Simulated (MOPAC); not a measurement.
**Geometry relaxation of Si₂N₂H₅O (part 2 of 2)**

The same run, continued: Si₂N₂H₅O, multiplicity 2; PM7, ROHF, dispersion built in, COSMO solvent methanol (MOPAC 23.2.5). The run did not end well. The geometry comes from this level: GFN2-xTB.

Geometry of the input (Å):
```
O  -1.8623  1.5951  0.7583
Si -0.4821  1.3262  0.2076
N  0.4611  -0.0271  1.0354
Si 0.0819  -1.3282  -0.0491
N  -0.3741  -0.0012  -1.0707
H  0.5498  2.2740  -0.1901
H  1.3871  0.1347  1.3966
H  1.2487  -2.0639  -0.5199
H  -1.0664  -2.0862  0.3957
H  0.0563  0.1766  -1.9639
```

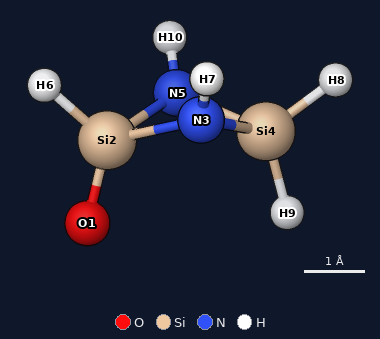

Figure 1. The geometry at step 22 of the log (ball-and-stick view, seen at a tilt; atoms are numbered from 1 in the order of the input).

Trajectory as extended XYZ, continued
```
10
Properties=species:S:1:pos:R:3:forces:R:3 step=8 energy=-3.47612
O    -1.8106    1.6556    0.7377    0.1486  -0.2626  -0.0655
Si   -0.4973    1.3120    0.2130   -0.1308   0.1966   0.0526
N     0.5294   -0.0175    1.0512   -0.1738  -0.0156  -0.1970
Si    0.0421   -1.3786   -0.0343   -0.0029   0.2248   0.0022
N    -0.3346    0.0094   -1.1293    0.0124  -0.0206   0.2634
H     0.4195    2.3856   -0.1350   -0.0140   0.2484   0.0130
H     1.4638    0.1614    1.4305    0.0399  -0.0636  -0.0748
H     1.1910   -2.1401   -0.4952   -0.0303  -0.2923   0.0156
H    -1.0929   -2.1923    0.4023    0.0697   0.0493  -0.0336
H     0.0896    0.2045   -2.0409    0.0813  -0.0644   0.0241
10
Properties=species:S:1:pos:R:3:forces:R:3 step=10 energy=-3.49305
O    -1.8004    1.6411    0.7328   -0.2301  -0.1686   0.0848
Si   -0.4882    1.3240    0.2095    0.0364   0.1909  -0.0147
N     0.5342   -0.0140    1.0292    0.1338   0.1747   0.1974
Si    0.0392   -1.3726   -0.0332    0.0356  -0.2027  -0.0170
N    -0.3156    0.0124   -1.1166   -0.0278   0.1829  -0.2375
H     0.3841    2.4403   -0.1193    0.0586   0.1335  -0.0170
H     1.4687    0.1569    1.4212   -0.0188  -0.0710  -0.1036
H     1.1574   -2.1851   -0.4809    0.0304  -0.2147  -0.0085
H    -1.0793   -2.2029    0.3954   -0.0735   0.0481   0.0235
H     0.0999    0.1999   -2.0381    0.0554  -0.0729   0.0926
10
Properties=species:S:1:pos:R:3:forces:R:3 step=12 energy=-3.49668
O    -1.8184    1.5797    0.7368    0.0567  -0.1513  -0.0258
Si   -0.4837    1.3390    0.2073   -0.0050   0.7646   0.0401
N     0.5543    0.0162    1.0113    0.0474  -0.3697   0.0212
Si    0.0323   -1.3705   -0.0318    0.3553   0.0892  -0.0688
N    -0.2876    0.0413   -1.1129    0.0990  -0.2948  -0.3119
H     0.3403    2.5402   -0.0983   -0.2681  -0.4568   0.0966
H     1.4918    0.1441    1.3879    0.1423   0.0962  -0.0138
H     1.1099   -2.2845   -0.4595   -0.1946   0.2238   0.0775
H    -1.0811   -2.1931    0.3924   -0.2722   0.0255   0.1044
H     0.1422    0.1876   -2.0333    0.0393   0.0733   0.0805
10
Properties=species:S:1:pos:R:3:forces:R:3 step=13 energy=-3.51307
O    -1.8172    1.5879    0.7369   -0.0016  -0.0849  -0.0038
Si   -0.4851    1.3483    0.2085   -0.0129   0.0213   0.0066
N     0.5498    0.0066    1.0167    0.0361  -0.0673  -0.0189
Si    0.0397   -1.3705   -0.0335    0.0359   0.0432  -0.0041
N    -0.2939    0.0330   -1.1178    0.0502  -0.0542  -0.0408
H     0.3497    2.5144   -0.1029   -0.0952  -0.1315   0.0369
H     1.4886    0.1467    1.3939    0.0786   0.0501  -0.0428
H     1.1189   -2.2627   -0.4636   -0.0681   0.0687   0.0302
H    -1.0849   -2.1935    0.3946   -0.1068   0.1063   0.0391
H     0.1344    0.1899   -2.0327    0.0838   0.0482  -0.0024
10
Properties=species:S:1:pos:R:3:forces:R:3 step=15 energy=-3.51933
O    -1.8390    1.5268    0.7425    0.1208  -0.0330  -0.0516
Si   -0.4970    1.3414    0.2129   -0.0687  -0.4283   0.0189
N     0.5727    0.0101    1.0153   -0.1047  -0.0105  -0.1969
Si    0.0389   -1.3627   -0.0327   -0.1765   0.1667   0.0514
N    -0.2731    0.0379   -1.1346    0.0283  -0.0433   0.2977
H     0.3218    2.5023   -0.0908    0.0020   0.1332   0.0014
H     1.5236    0.1564    1.3614    0.0301   0.0470  -0.0574
H     1.0935   -2.2760   -0.4513    0.0221  -0.0250  -0.0075
H    -1.1259   -2.1361    0.4085    0.0432   0.1356  -0.0172
H     0.1843    0.1998   -2.0311    0.1033   0.0575  -0.0386
10
Properties=species:S:1:pos:R:3:forces:R:3 step=17 energy=-3.47704
O    -1.8558    1.3906    0.7422   -0.4400   0.0495   0.1761
Si   -0.5147    1.3178    0.2163    0.5439  -0.5326  -0.1271
N     0.6313    0.0237    0.9964   -0.6482  -0.2119  -0.5201
Si    0.0226   -1.3563   -0.0327   -0.0706   0.4646   0.2761
N    -0.2169    0.0462   -1.1469    0.1627   0.0409   0.0669
H     0.2209    2.5367   -0.0467    0.0756   0.1707  -0.0410
H     1.5910    0.1791    1.2707    0.2652   0.0513   0.0154
H     1.0138   -2.3435   -0.4149    0.0950  -0.0664  -0.0566
H    -1.2013   -2.0190    0.4326    0.0908   0.0661  -0.0273
H     0.3092    0.2247   -2.0169   -0.0745  -0.0323   0.2375
10
Properties=species:S:1:pos:R:3:forces:R:3 step=18 energy=-3.49413
O    -1.8740    1.3473    0.7473    0.4629   0.0467  -0.1837
Si   -0.5093    1.3052    0.2158   -0.5024  -0.1776   0.1949
N     0.6325    0.0236    0.9802    0.0865   0.0087  -0.0414
Si    0.0200   -1.3447   -0.0267   -0.1316  -0.0778   0.0621
N    -0.1982    0.0514   -1.1509    0.0536   0.0137   0.0337
H     0.2013    2.5432   -0.0383    0.0277   0.1353  -0.0138
H     1.6122    0.1842    1.2445   -0.0978  -0.0040  -0.0500
H     0.9940   -2.3605   -0.4061    0.0091   0.0333  -0.0125
H    -1.2186   -1.9780    0.4381    0.0766   0.0168  -0.0273
H     0.3400    0.2284   -2.0039    0.0154   0.0049   0.0380
10
Properties=species:S:1:pos:R:3:forces:R:3 step=20 energy=-3.48716
O    -1.8651    1.3483    0.7436   -0.0280   0.0198   0.0079
Si   -0.5113    1.3015    0.2163    0.0020   0.0246   0.0139
N     0.6362    0.0227    0.9766   -0.0386  -0.0254  -0.0481
Si    0.0162   -1.3477   -0.0255    0.0082  -0.0070   0.0253
N    -0.1936    0.0502   -1.1493    0.0166  -0.0013   0.0230
H     0.1909    2.5537   -0.0340    0.0035  -0.0082  -0.0079
H     1.6112    0.1858    1.2393    0.0019  -0.0071  -0.0310
H     0.9885   -2.3653   -0.4041    0.0130   0.0286  -0.0147
H    -1.2177   -1.9792    0.4376   -0.0082  -0.0135   0.0059
H     0.3447    0.2301   -2.0005    0.0295  -0.0105   0.0259
10
Properties=species:S:1:pos:R:3:forces:R:3 step=22 energy=-3.49090
O    -1.8679    1.3589    0.7445    0.0131   0.0148  -0.0039
Si   -0.5134    1.3037    0.2187   -0.0271   0.0130  -0.0059
N     0.6308    0.0202    0.9738   -0.0146   0.0092   0.0340
Si    0.0152   -1.3520   -0.0232    0.0041   0.0130  -0.0328
N    -0.1948    0.0490   -1.1446   -0.0120  -0.0083  -0.0009
H     0.1988    2.5491   -0.0384   -0.0079  -0.0017   0.0027
H     1.6051    0.1837    1.2360    0.0294  -0.0019  -0.0184
H     0.9981   -2.3551   -0.4099    0.0072  -0.0025  -0.0065
H    -1.2167   -1.9852    0.4382   -0.0216  -0.0297   0.0105
H     0.3449    0.2278   -1.9950    0.0294  -0.0059   0.0211
10
Properties=species:S:1:pos:R:3:forces:R:3 step=23 energy=-3.49484
O    -1.8701    1.3605    0.7450   -0.0406   0.0168   0.0141
Si   -0.5169    1.3041    0.2197    0.0295   0.0104  -0.0276
N     0.6275    0.0197    0.9726    0.0769   0.0166   0.0752
Si    0.0138   -1.3535   -0.0239   -0.0473  -0.0494   0.0176
N    -0.1933    0.0480   -1.1414   -0.0159   0.0264  -0.0722
H     0.1979    2.5478   -0.0388   -0.0119  -0.0004   0.0046
H     1.6070    0.1834    1.2266   -0.0346  -0.0051  -0.0211
H     1.0014   -2.3516   -0.4128   -0.0088  -0.0061   0.0010
H    -1.2218   -1.9854    0.4408    0.0399  -0.0082  -0.0166
H     0.3546    0.2269   -1.9876    0.0128  -0.0010   0.0250
10
Properties=species:S:1:pos:R:3:forces:R:3 step=25 energy=-3.49643
O    -1.8707    1.3611    0.7450    0.0000   0.0035  -0.0032
Si   -0.5168    1.3043    0.2187    0.0019  -0.0003   0.0058
N     0.6288    0.0199    0.9743   -0.0158  -0.0120  -0.0021
Si    0.0116   -1.3544   -0.0235    0.0170   0.0258   0.0065
N    -0.1933    0.0487   -1.1425   -0.0114  -0.0081  -0.0068
H     0.1943    2.5506   -0.0375   -0.0032  -0.0058  -0.0006
H     1.6079    0.1833    1.2221    0.0077   0.0008  -0.0040
H     0.9997   -2.3534   -0.4127   -0.0202   0.0077   0.0048
H    -1.2215   -1.9868    0.4407    0.0075  -0.0149  -0.0041
H     0.3599    0.2268   -1.9845    0.0165   0.0032   0.0036
10
Properties=species:S:1:pos:R:3:forces:R:3 step=27 energy=-3.49616
O    -1.8723    1.3595    0.7446   -0.0054   0.0016   0.0002
Si   -0.5182    1.3045    0.2194    0.0062  -0.0113  -0.0123
N     0.6283    0.0202    0.9745    0.0166   0.0001  -0.0013
Si    0.0104   -1.3535   -0.0225    0.0105   0.0279  -0.0156
N    -0.1926    0.0491   -1.1438   -0.0061  -0.0074   0.0386
H     0.1906    2.5520   -0.0366    0.0015  -0.0065  -0.0007
H     1.6105    0.1835    1.2155   -0.0217   0.0006  -0.0014
H     0.9951   -2.3545   -0.4119   -0.0026   0.0004   0.0014
H    -1.2212   -1.9880    0.4404   -0.0098  -0.0116   0.0021
H     0.3693    0.2273   -1.9796    0.0108   0.0061  -0.0110
10
Properties=species:S:1:pos:R:3:forces:R:3 step=28 energy=-3.49766
O    -1.8721    1.3627    0.7445   -0.0004  -0.0031  -0.0013
Si   -0.5180    1.3046    0.2192   -0.0064   0.0005  -0.0002
N     0.6276    0.0200    0.9752   -0.0015   0.0013  -0.0026
Si    0.0107   -1.3530   -0.0228   -0.0021  -0.0056   0.0013
N    -0.1940    0.0486   -1.1429    0.0079   0.0078  -0.0023
H     0.1923    2.5507   -0.0374    0.0042  -0.0015  -0.0019
H     1.6088    0.1832    1.2165    0.0009   0.0046   0.0054
H     0.9962   -2.3527   -0.4127    0.0017  -0.0041  -0.0004
H    -1.2198   -1.9912    0.4399   -0.0027  -0.0036  -0.0002
H     0.3683    0.2271   -1.9795   -0.0013   0.0035   0.0023
10
Properties=species:S:1:pos:R:3:forces:R:3 step=30 energy=-3.49756
O    -1.8723    1.3627    0.7444   -0.0018  -0.0008  -0.0013
Si   -0.5183    1.3047    0.2191    0.0010   0.0002  -0.0008
N     0.6274    0.0201    0.9751    0.0025  -0.0007   0.0017
Si    0.0107   -1.3532   -0.0228   -0.0001   0.0008  -0.0007
N    -0.1937    0.0491   -1.1428    0.0022  -0.0016  -0.0001
H     0.1933    2.5502   -0.0378    0.0002  -0.0012  -0.0003
H     1.6085    0.1835    1.2177   -0.0056   0.0027   0.0017
H     0.9965   -2.3529   -0.4127    0.0001  -0.0019   0.0000
H    -1.2196   -1.9918    0.4397   -0.0006  -0.0016  -0.0013
H     0.3676    0.2275   -1.9799    0.0021   0.0041   0.0011
10
Properties=species:S:1:pos:R:3:forces:R:3 step=32 energy=-3.49751
O    -1.8729    1.3623    0.7438    0.0042   0.0000  -0.0036
Si   -0.5185    1.3047    0.2190   -0.0061   0.0041   0.0019
N     0.6269    0.0203    0.9751    0.0025  -0.0055   0.0041
Si    0.0108   -1.3534   -0.0230   -0.0017   0.0077   0.0007
N    -0.1927    0.0495   -1.1426    0.0013  -0.0053  -0.0043
H     0.1935    2.5501   -0.0380   -0.0024  -0.0016   0.0012
H     1.6076    0.1847    1.2187   -0.0050  -0.0012   0.0007
H     0.9956   -2.3539   -0.4125    0.0048  -0.0016  -0.0013
H    -1.2194   -1.9933    0.4390    0.0011   0.0037  -0.0023
H     0.3691    0.2290   -1.9793    0.0012  -0.0004   0.0027
10
Properties=species:S:1:pos:R:3:forces:R:3 step=33 energy=-3.49740
O    -1.8728    1.3624    0.7437   -0.0030  -0.0001  -0.0009
Si   -0.5186    1.3047    0.2190    0.0018   0.0009  -0.0011
N     0.6269    0.0202    0.9752   -0.0016  -0.0027   0.0021
Si    0.0107   -1.3534   -0.0230    0.0006   0.0037  -0.0001
N    -0.1927    0.0494   -1.1426    0.0013  -0.0018  -0.0024
H     0.1933    2.5501   -0.0380   -0.0015  -0.0015   0.0009
H     1.6076    0.1846    1.2184   -0.0020  -0.0008   0.0021
H     0.9958   -2.3538   -0.4125    0.0029  -0.0005  -0.0005
H    -1.2194   -1.9932    0.4390    0.0005   0.0030  -0.0021
H     0.3693    0.2290   -1.9791    0.0011  -0.0004   0.0019
10
Properties=species:S:1:pos:R:3:forces:R:3 step=35 energy=-3.49731
O    -1.8730    1.3623    0.7432   -0.0067  -0.0002   0.0001
Si   -0.5187    1.3045    0.2189    0.0027  -0.0007  -0.0008
N     0.6266    0.0199    0.9756   -0.0040   0.0010   0.0006
Si    0.0110   -1.3534   -0.0231    0.0015  -0.0029   0.0002
N    -0.1923    0.0492   -1.1427    0.0008   0.0031  -0.0027
H     0.1930    2.5500   -0.0378   -0.0001  -0.0007   0.0005
H     1.6069    0.1848    1.2188    0.0021  -0.0016   0.0035
H     0.9962   -2.3539   -0.4126    0.0002   0.0019   0.0008
H    -1.2196   -1.9928    0.4386    0.0012   0.0018  -0.0024
H     0.3700    0.2294   -1.9788    0.0021  -0.0017   0.0002
```

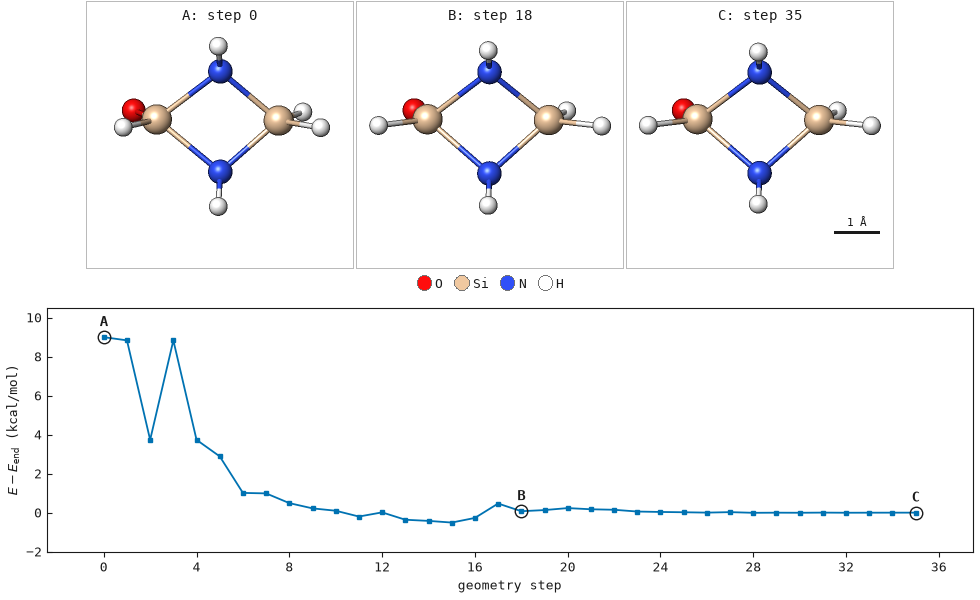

Figure 2. Frames of the relaxation (ball-and-stick view, seen at a tilt) above the curves, on which the letters mark them (steps are counted from 0).

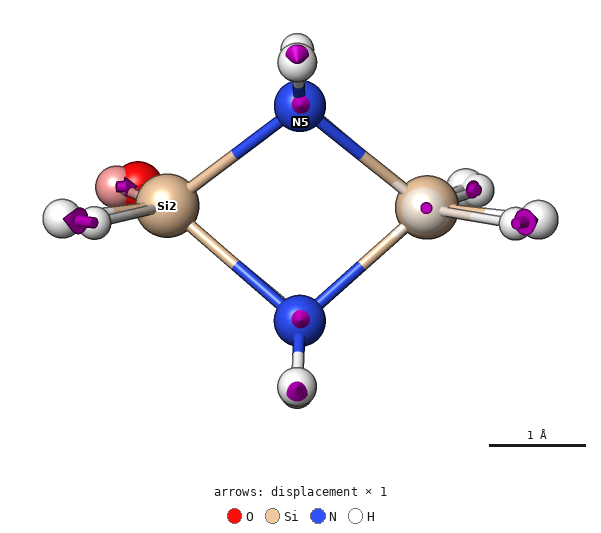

Figure 3. Start (faint) and end (solid) with the displacements as pink arrows, at true length (ball-and-stick view, seen at a tilt). The two geometries are laid on each other by the best rigid fit. The relaxation stopped without meeting its thresholds, so the last structure isn't shown to be converged. The energy falls by 8.99 kcal/mol in 35 geometry steps. Largest force component: 3 eV/Å at the start, 0.0067 eV/Å at the end. H6 moves most after the best rigid fit: 0.47 Å. By element the largest moves are H 0.47 Å, O 0.23 Å, N 0.19 Å, Si 0.08 Å. Distances before and after: N3–Si4 1.736 → 1.806 Å, O1–Si2 1.510 → 1.453 Å, Si2–N3 1.846 → 1.880 Å, N3–H7 1.007 → 1.023 Å. Among the angles that change: O1–Si2–H6 129.1° → 119.0°, H8–Si4–H9 118.1° → 110.7°, N3–Si2–H6 103.7° → 110.9°. (Atoms are counted from 1 in the order of the input.)

What the run reported

| quantity | value |
| --- | --- |
| outcome | not converged |
| heat of formation | −81.16 kcal/mol |
| basis functions | 35 |
| largest force | 0.434 eV/Å |
| dipole moment | 9.87 D |
| hardware | 1 thread of Arm Neoverse N1, 98 GiB of memory available, shared host |
| wall time | 2.7 s |
| peak memory | 0.073 GiB |

Diagnosis

The run did not converge. Its last values are not results. The record of the run, not the program, notes: gradient norm stays large. Notes on the run: HEAT OF FORMATION IS ESSENTIALLY STATIONARY.
